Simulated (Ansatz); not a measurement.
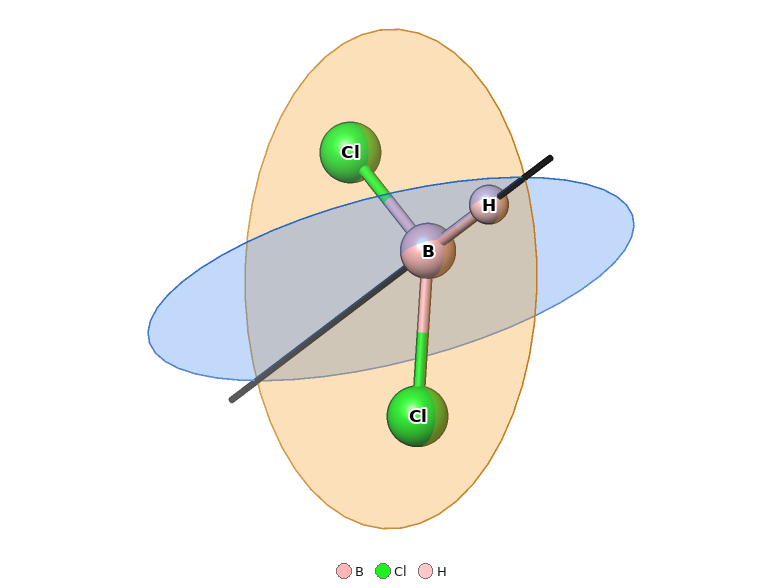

All proper rotation axes (lines) and mirror planes (discs) of the structure are drawn in. Depth is shown by fading: the farther an atom, the more it takes the colour of the background. The geometry was computed by an optimisation with PBE0-D4/def2-TZVP.

Q: What is the order of each axis, and which point group results?

A: It has 1 C2 axis and 2 mirror planes. Point group C2v. The group has 4 operations. The geometry is achiral, and symmetry allows a dipole moment.
